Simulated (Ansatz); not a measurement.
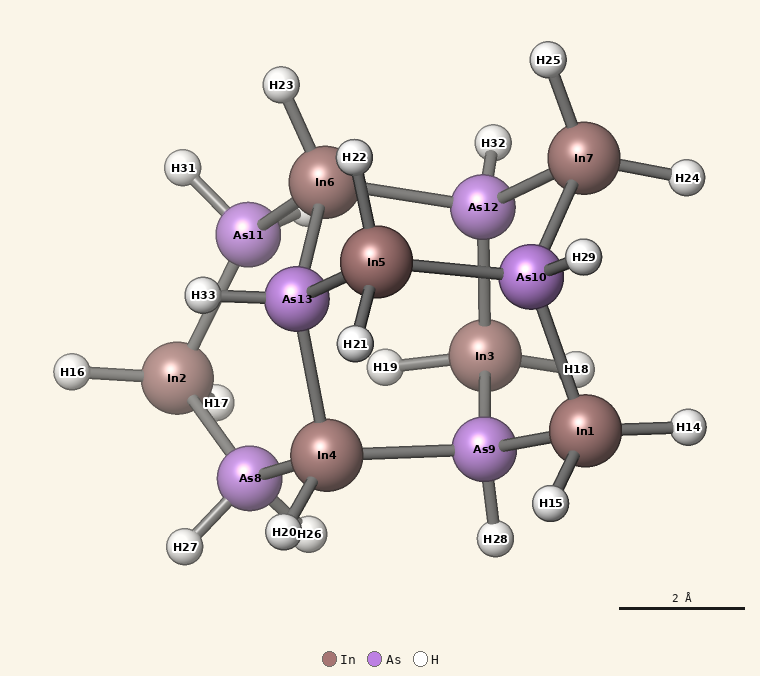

Figure 1. The structure as given in the input (ball-and-stick view, seen at a tilt; atoms are numbered from 1 in the order of the input). Sticks mark near contacts. Bond lengths as drawn: As–H 1.53 to 1.54 Å, As–In 2.63 to 2.77 Å and H–In 1.75 to 1.77 Å.

## In₇As₆H₂₀ (charge −1): molecular dynamics (part 1 of 3)

In₇As₆H₂₀ (In7As6 zinc blende off sphere), charge −1, computed with RKS BLYP/def2-SVP (Ansatz 0.2.0).

The geometry comes from this level: PBE-D4/def2-SVP. Figures and captions count atoms from 1; the log counts them from 0 in places.

Log:
```
Functional definition: BLYP
  name "BLYP"
  cite "Becke, Phys. Rev. A 38, 3098 (1988) doi:10.1103/PhysRevA.38.3098"
  cite "Lee, Yang & Parr, Phys. Rev. B 37, 785 (1988) doi:10.1103/PhysRevB.37.785"
  parameter beta = 0.0042
  parameter a = 0.04918
  parameter b = 0.132
  parameter c = 0.2533
  parameter d = 0.349
  exchange = b88_x(beta = beta)
  correlation = lyp_c(a = a, b = b, c = c, d = d)
these checks for a lower state are left out or cut short: starts
3482 factors; integrals over basis functions are off by at most 3.6e-1 eV
mean field evaluation 1: about -401539.0072 eV, gradient 6.0e1 eV
mean field evaluation 2: about -401527.9824 eV, gradient 8.2e1 eV
mean field evaluation 4: about -401548.5714 eV, gradient 5.4e0 eV
mean field evaluation 8: about -401548.6668 eV, gradient 2.8e-1 eV
mean field evaluation 16: about -401548.6671 eV, gradient 6.7e-5 eV
mean field -401548.66711102 eV, -14756.6413368677 hartree, gradient 6.7e-5 eV, S^2 0.000000; 0 other end points of the search recorded, 0 dependent functions left out
the calculation of the forces begins
reference -401548.66799446 eV, -14756.6413693337 hartree; 183, 183 occupied and 291, 291 virtual orbitals, 3482 factors
md step     0: t =     0.00 fs  T =   300.0 K  F+E_penalty+E_count = -401548.66711102 eV  E_kin = 1.202118 eV  conserved = -401547.46499303 eV  (28 SCF iters)
these checks for a lower state are left out or cut short: starts, cluster_reference, orbital_swaps, neighbouring_geometries, increment
3482 factors; integrals over basis functions are off by at most 3.6e-1 eV
mean field -401548.63205604 eV, -14756.6400486208 hartree, gradient 2.5e-5 eV, S^2 0.000000; 0 other end points of the search recorded, 0 dependent functions left out
[... from here on the field's lines of each further geometry are left out, up to the last ...]
md step     1: t =     1.00 fs  T =   291.4 K  F+E_penalty+E_count = -401548.63205604 eV  E_kin = 1.167834 eV  conserved = -401547.46422221 eV  (28 SCF iters)
md step     2: t =     2.00 fs  T =   271.9 K  F+E_penalty+E_count = -401548.55189065 eV  E_kin = 1.089713 eV  conserved = -401547.46217814 eV  (28 SCF iters)
md step     3: t =     3.00 fs  T =   249.2 K  F+E_penalty+E_count = -401548.45849327 eV  E_kin = 0.998507 eV  conserved = -401547.45998622 eV  (28 SCF iters)
md step     4: t =     4.00 fs  T =   231.3 K  F+E_penalty+E_count = -401548.38566339 eV  E_kin = 0.926737 eV  conserved = -401547.45892689 eV  (28 SCF iters)
md step     5: t =     5.00 fs  T =   222.2 K  F+E_penalty+E_count = -401548.34997025 eV  E_kin = 0.890511 eV  conserved = -401547.45945927 eV  (28 SCF iters)
md step     6: t =     6.00 fs  T =   220.3 K  F+E_penalty+E_count = -401548.34373483 eV  E_kin = 0.882772 eV  conserved = -401547.46096331 eV  (28 SCF iters)
md step     7: t =     7.00 fs  T =   220.0 K  F+E_penalty+E_count = -401548.34392336 eV  E_kin = 0.881518 eV  conserved = -401547.46240501 eV  (28 SCF iters)
md step     8: t =     8.00 fs  T =   215.8 K  F+E_penalty+E_count = -401548.32775345 eV  E_kin = 0.864689 eV  conserved = -401547.46306427 eV  (28 SCF iters)
md step     9: t =     9.00 fs  T =   205.0 K  F+E_penalty+E_count = -401548.28414091 eV  E_kin = 0.821374 eV  conserved = -401547.46276646 eV  (28 SCF iters)
md step    10: t =    10.00 fs  T =   188.5 K  F+E_penalty+E_count = -401548.21694710 eV  E_kin = 0.755201 eV  conserved = -401547.46174603 eV  (27 SCF iters)
md step    11: t =    11.00 fs  T =   169.9 K  F+E_penalty+E_count = -401548.14149777 eV  E_kin = 0.680997 eV  conserved = -401547.46050055 eV  (27 SCF iters)
md step    12: t =    12.00 fs  T =   154.1 K  F+E_penalty+E_count = -401548.07688624 eV  E_kin = 0.617289 eV  conserved = -401547.45959721 eV  (27 SCF iters)
md step    13: t =    13.00 fs  T =   144.1 K  F+E_penalty+E_count = -401548.03702247 eV  E_kin = 0.577581 eV  conserved = -401547.45944150 eV  (27 SCF iters)
md step    14: t =    14.00 fs  T =   140.9 K  F+E_penalty+E_count = -401548.02443761 eV  E_kin = 0.564430 eV  conserved = -401547.46000783 eV  (27 SCF iters)
the calculation of the forces begins
reference -401548.03159650 eV, -14756.6179821398 hartree; 183, 183 occupied and 291, 291 virtual orbitals, 3482 factors
these checks for a lower state are left out or cut short: starts
3482 factors; integrals over basis functions are off by at most 3.9e-1 eV
mean field -401548.03071701 eV, -14756.6179498193 hartree, gradient 3.6e-5 eV, S^2 0.000000; 0 other end points of the search recorded, 0 dependent functions left out
the calculation of the forces begins
reference -401548.03159650 eV, -14756.6179821398 hartree; 183, 183 occupied and 291, 291 virtual orbitals, 3482 factors
md step    15: t =    15.00 fs  T =   142.2 K  F+E_penalty+E_count = -401548.03071701 eV  E_kin = 0.569882 eV  conserved = -401547.46083507 eV  (14 SCF iters)
```

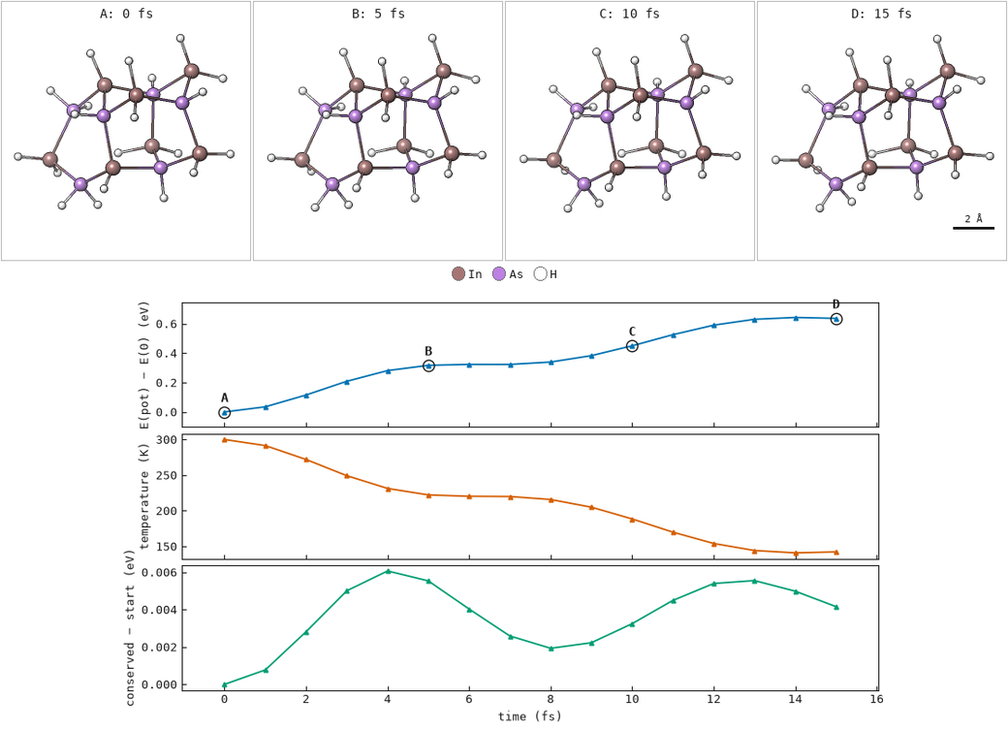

Figure 2. Frames of the molecular dynamics (ball-and-stick, seen at a tilt) above the curves, on which the letters mark them. The trajectory kept here has 16 frames over 15 fs. The temperature starts at 300 K, ranges from 141 to 300 K and averages 170 K over the second half. The potential energy ends 0.636 eV above its first value. The conserved quantity stays within 0.0061 eV. After an unweighted best fit of the last frame on the first, the root-mean-square displacement is 0.17 Å, and H16 has moved furthest (0.35 Å).

```
Total energy: -401548.03159650 eV, -14756.6179821398 hartree
Atom 0 at     0.889129    -4.063867     0.795954 Å, force     0.384933    -1.460881    -0.416951 eV/Å
Atom 1 at    -3.117454     3.056366    -2.359932 Å, force     0.184766     0.508218    -0.222737 eV/Å
Atom 2 at     0.560245    -0.558902    -2.520268 Å, force    -0.383455     0.388538    -0.569735 eV/Å
Atom 3 at    -2.214820    -0.960676     0.596458 Å, force    -0.739114    -0.366945    -0.105996 eV/Å
Atom 4 at     0.708792    -0.709443     3.893696 Å, force     0.495236     0.478633     0.385414 eV/Å
Atom 5 at     0.935325     2.235803     0.606348 Å, force     0.292263     0.173943    -0.325743 eV/Å
Atom 6 at     4.071135    -0.891295     0.786111 Å, force     0.327498    -0.364705    -0.055984 eV/Å
Atom 7 at    -3.440231     0.617051    -1.364928 Å, force    -0.162041    -0.560381    -0.089269 eV/Å
Atom 8 at    -0.480372    -2.319927    -0.808110 Å, force     0.162381    -0.164041    -0.066396 eV/Å
Atom 9 at     2.173202    -2.202429     2.188118 Å, force    -0.222425     0.447820     0.110270 eV/Å
Atom 10 at    -0.542633     3.509746    -1.387721 Å, force    -0.275380     0.211360     0.158294 eV/Å
Atom 11 at     2.353093     0.471729    -0.837782 Å, force     0.206625     0.275520    -0.246493 eV/Å
Atom 12 at    -0.732411     0.682725     1.952815 Å, force     0.353984     0.556570     0.563191 eV/Å
Atom 13 at     2.017642    -5.174978    -0.192732 Å, force    -0.336617     0.616755     0.253021 eV/Å
Atom 14 at    -0.217090    -5.145399     1.674230 Å, force    -0.119369     0.234740     0.083323 eV/Å
Atom 15 at    -4.248064     3.877331    -1.266751 Å, force     0.099928     0.210858    -0.330654 eV/Å
Atom 16 at    -2.767766     2.934599    -4.112391 Å, force    -0.321399     0.145466     0.401000 eV/Å
Atom 17 at     1.302446    -1.345522    -3.935343 Å, force    -0.117657     0.112629     0.121962 eV/Å
Atom 18 at    -0.794790     0.724359    -2.732186 Å, force     0.632134    -0.508588     0.021639 eV/Å
Atom 19 at    -3.494083    -1.678785     1.581511 Å, force    -0.003637     0.039659    -0.097708 eV/Å
Atom 20 at    -0.466270    -1.584304     4.779568 Å, force    -0.480197    -0.372187     0.240862 eV/Å
Atom 21 at     1.791167     0.325944     4.913162 Å, force    -0.207973    -0.085645    -0.359076 eV/Å
Atom 22 at     1.813575     3.535571     1.373883 Å, force     0.006391     0.109380     0.180476 eV/Å
Atom 23 at     4.861859    -2.256944    -0.012346 Å, force     0.074114     0.208152    -0.118365 eV/Å
Atom 24 at     4.849486     0.209823     1.890881 Å, force     0.118663     0.185281     0.005336 eV/Å
Atom 25 at    -3.398836    -0.109958    -2.701193 Å, force     0.126425    -0.325734    -0.048153 eV/Å
Atom 26 at    -4.953865     0.396733    -1.251581 Å, force    -0.170485     0.129008     0.159688 eV/Å
Atom 27 at    -1.383596    -2.970624    -1.837820 Å, force    -0.294568    -0.439143    -0.025146 eV/Å
Atom 28 at     3.034189    -2.877771     3.242053 Å, force     0.128629    -0.298856     0.133637 eV/Å
Atom 29 at     0.338230     3.465775    -2.632305 Å, force     0.073379     0.136722    -0.068709 eV/Å
Atom 30 at    -0.421764     5.033341    -1.103787 Å, force     0.049935    -0.198397    -0.120514 eV/Å
Atom 31 at     3.087179     1.319789    -1.903379 Å, force     0.123945     0.073398     0.302548 eV/Å
Atom 32 at    -1.701706     1.745937     2.497189 Å, force    -0.006909    -0.097148     0.146969 eV/Å
Dipole moment:    -0.741475     0.967925    -0.494475 e Å
Checks for a lower state left out: starts
```

Trajectory as extended XYZ (Å, eV, eV/Å), 16 frames, from step=0 to step=15:
```
33
Properties=species:S:1:pos:R:3:forces:R:3 step=0 time_fs=0.0 energy=-401548.66711 temperature=300.0
In    0.8858   -4.0809    0.7813    0.0103  -0.2622   0.0119
In   -3.0801    3.0796   -2.3635   -0.1624   0.1652  -0.1280
In    0.5523   -0.5514   -2.5394    0.0208  -0.0157  -0.2783
In   -2.2425   -0.9563    0.5954   -0.2116  -0.1112   0.1016
In    0.7007   -0.7025    3.9114   -0.0070   0.0077   0.2652
In    0.9544    2.2438    0.5969    0.1137   0.2089   0.1000
In    4.0797   -0.8856    0.7822    0.2602  -0.0070   0.0094
As   -3.4321    0.5758   -1.3766   -0.1859  -0.0377  -0.0561
As   -0.4976   -2.3392   -0.8095   -0.0534  -0.2171  -0.1351
As    2.1550   -2.1561    2.1694    0.1273  -0.1247   0.1441
As   -0.5761    3.4322   -1.3767    0.0379   0.1860  -0.0571
As    2.3382    0.4991   -0.8076    0.2197   0.0527  -0.1326
As   -0.6788    0.6778    1.9933   -0.1185   0.1221   0.2006
H     2.0136   -4.9376   -0.2501    0.0541  -0.0748  -0.0509
H    -0.3164   -4.8837    1.7745   -0.0570  -0.0734   0.0490
H    -4.1249    4.1260   -1.4235   -0.0659   0.0644   0.0285
H    -3.0096    3.0098   -4.1057   -0.0179   0.0171  -0.0870
H     1.3353   -1.3310   -3.8953    0.0347  -0.0364  -0.1006
H    -0.6886    0.6905   -2.7623   -0.0103   0.0077  -0.0576
H    -3.5839   -1.6548    1.4755   -0.0910  -0.0496   0.0616
H    -0.4655   -1.7197    4.7345   -0.0574  -0.0494   0.0741
H     1.7180    0.4630    4.7355    0.0491   0.0573   0.0741
H     1.6528    3.5855    1.4766    0.0487   0.0907   0.0624
H     4.9367   -2.0115   -0.2511    0.0746  -0.0553  -0.0502
H     4.8830    0.3163    1.7755    0.0732   0.0561   0.0502
H    -3.4878   -0.3348   -2.6027   -0.0355  -0.0444  -0.0556
H    -4.9373    0.4964   -1.0817   -0.0923  -0.0070   0.0030
H    -1.4615   -3.1766   -1.6607   -0.0471  -0.0539  -0.0488
H     2.9976   -2.9967    3.1392    0.0443  -0.0467   0.0558
H     0.3345    3.4858   -2.6028    0.0445   0.0353  -0.0545
H    -0.4956    4.9377   -1.0836    0.0061   0.0923   0.0028
H     3.1773    1.4627   -1.6574    0.0526   0.0472  -0.0503
H    -1.6366    1.6362    2.7090   -0.0585   0.0556   0.0485
33
Properties=species:S:1:pos:R:3:forces:R:3 step=1 time_fs=1.0 energy=-401548.63206 temperature=291.4
In    0.8862   -4.0795    0.7821   -0.1676  -0.2233   0.1617
In   -3.0825    3.0779   -2.3634   -0.1101   0.1485   0.0275
In    0.5526   -0.5517   -2.5380    0.1781  -0.1771  -0.1989
In   -2.2404   -0.9564    0.5955   -0.2233  -0.1354   0.0681
In    0.7015   -0.7027    3.9099   -0.2138  -0.1919   0.3116
In    0.9530    2.2430    0.5975    0.1546   0.2424   0.0933
In    4.0789   -0.8860    0.7825    0.2723   0.0323   0.0528
As   -3.4322    0.5790   -1.3754   -0.2543  -0.2197  -0.2543
As   -0.4963   -2.3376   -0.8090   -0.1804  -0.3329  -0.2757
As    2.1561   -2.1591    2.1703    0.2132  -0.2008   0.2939
As   -0.5738    3.4377   -1.3774    0.0110  -0.2371  -0.1445
As    2.3391    0.4973   -0.8096    0.0646  -0.1146   0.0177
As   -0.6825    0.6779    1.9904    0.0141   0.0571   0.1531
H     1.9927   -4.9447   -0.2259    0.2343  -0.1800  -0.2181
H    -0.3080   -4.9105    1.7662   -0.0614  -0.0343   0.0545
H    -4.1293    4.0968   -1.4083   -0.0981   0.1221   0.0444
H    -2.9870    3.0009   -4.0875   -0.0242   0.0193  -0.2557
H     1.3296   -1.3285   -3.8912    0.0702  -0.0702  -0.1423
H    -0.6720    0.6669   -2.7520   -0.2117   0.2157  -0.0941
H    -3.5740   -1.6562    1.4826   -0.1103  -0.0515   0.0669
H    -0.4812   -1.7238    4.7511    0.0750   0.0665  -0.0351
H     1.7158    0.4419    4.7430    0.1175   0.1490   0.1236
H     1.6693    3.5882    1.4701    0.0159   0.0446   0.0404
H     4.9266   -2.0334   -0.2316    0.0924  -0.0511  -0.0686
H     4.8802    0.3125    1.7905    0.0532   0.0208   0.0081
H    -3.4937   -0.3211   -2.6247    0.0217   0.0552   0.1203
H    -4.9420    0.4796   -1.1025   -0.0678   0.0312   0.0352
H    -1.4653   -3.1625   -1.6911    0.0856   0.0382   0.1059
H     3.0099   -2.9915    3.1579   -0.0789   0.0524  -0.0879
H     0.3356    3.4702   -2.6096    0.0089   0.0799   0.0060
H    -0.4991    4.9198   -1.0792    0.0546   0.4680   0.0385
H     3.1571    1.4401   -1.6737    0.2213   0.2321  -0.1828
H    -1.6352    1.6414    2.6858   -0.1567   0.1444   0.1344
33
Properties=species:S:1:pos:R:3:forces:R:3 step=2 time_fs=2.0 energy=-401548.55189 temperature=271.9
In    0.8865   -4.0780    0.7830   -0.3375  -0.1934   0.3026
In   -3.0850    3.0762   -2.3633   -0.0723   0.1456   0.1702
In    0.5530   -0.5520   -2.5367    0.3453  -0.3463  -0.1334
In   -2.2383   -0.9566    0.5955   -0.2467  -0.1640   0.0416
In    0.7023   -0.7030    3.9085   -0.3928  -0.3600   0.3562
In    0.9515    2.2423    0.5981    0.1990   0.2830   0.0892
In    4.0782   -0.8864    0.7827    0.2946   0.0628   0.0894
As   -3.4324    0.5822   -1.3743   -0.3386  -0.3830  -0.4288
As   -0.4949   -2.3360   -0.8086   -0.2908  -0.4316  -0.4061
As    2.1572   -2.1621    2.1712    0.2854  -0.2586   0.4271
As   -0.5715    3.4431   -1.3781   -0.0098  -0.6141  -0.2286
As    2.3400    0.4955   -0.8115   -0.0577  -0.2459   0.1452
As   -0.6861    0.6780    1.9874    0.1223   0.0152   0.1268
H     1.9740   -4.9536   -0.2038    0.3986  -0.2796  -0.3699
H    -0.3002   -4.9376    1.7583   -0.0584   0.0098   0.0537
H    -4.1346    4.0688   -1.3927   -0.1195   0.1679   0.0501
H    -2.9647    2.9922   -4.0717   -0.0281   0.0214  -0.4026
H     1.3246   -1.3267   -3.8884    0.0979  -0.0964  -0.1720
H    -0.6575    0.6454   -2.7426   -0.4145   0.4234  -0.1285
H    -3.5651   -1.6581    1.4903   -0.1184  -0.0481   0.0650
H    -0.4962   -1.7273    4.7675    0.1906   0.1657  -0.1328
H     1.7148    0.4221    4.7518    0.1741   0.2249   0.1643
H     1.6860    3.5912    1.4639   -0.0200  -0.0064   0.0160
H     4.9175   -2.0557   -0.2127    0.1023  -0.0367  -0.0776
H     4.8779    0.3089    1.8056    0.0316  -0.0165  -0.0367
H    -3.4995   -0.3070   -2.6456    0.0772   0.1346   0.2759
H    -4.9474    0.4632   -1.1230   -0.0256   0.0695   0.0646
H    -1.4683   -3.1481   -1.7204    0.2010   0.1122   0.2500
H     3.0215   -2.9859    3.1759   -0.1872   0.1335  -0.2154
H     0.3368    3.4554   -2.6162   -0.0280   0.1251   0.0685
H    -0.5021    4.9063   -1.0745    0.0986   0.7954   0.0690
H     3.1389    1.4196   -1.6917    0.3572   0.3807  -0.2920
H    -1.6354    1.6479    2.6639   -0.2301   0.2100   0.1991
```
